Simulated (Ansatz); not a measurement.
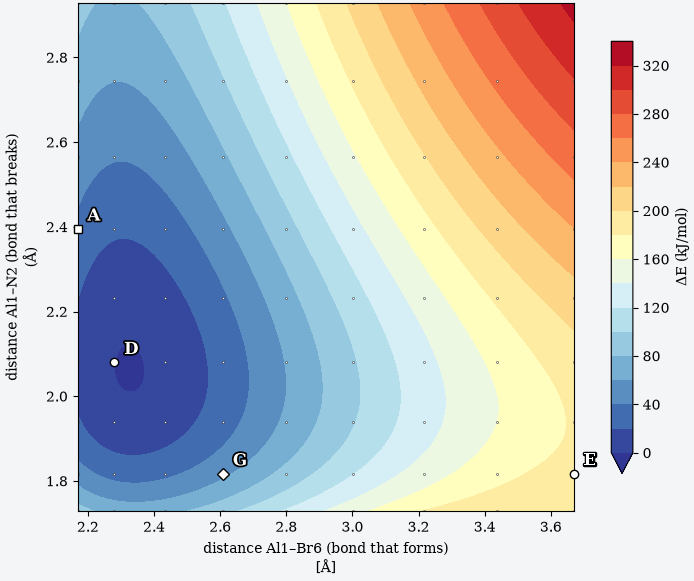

The reacting system AlBrH₅N (fragments AlH₅N + Br where the first distance is long, AlBrH₂ + H₃N where the second is long). Coordinates scanned: (1) distance Al1–Br6 (bond that forms); (2) distance Al1–N2 (bond that breaks). Relaxed at each point: all other coordinates. The grid has 9 × 9 points. Points are written as (first, second). Energies: kJ/mol, counted from the lowest grid point. The reference is spin-restricted, so regions where a bond is pulled apart into radicals lie too high. All numbers below come from Ansatz 0.2.0, RKS PBE0-D4/def2-SVP.

Drawn: filled contours, dots at the grid points, lettered points. Between grid points the surface is interpolated.

Q: What kind of point is each of D, G: minimum, saddle, maximum or slope?

A: D: minimum; G: on a slope. (In these two coordinates alone; a stationary point may lie a little off the grid point.)

Q: Rank the lettered points by energy, lowest first.

A: D (0 kJ/mol), A (35 kJ/mol), G (56 kJ/mol), E (186 kJ/mol).
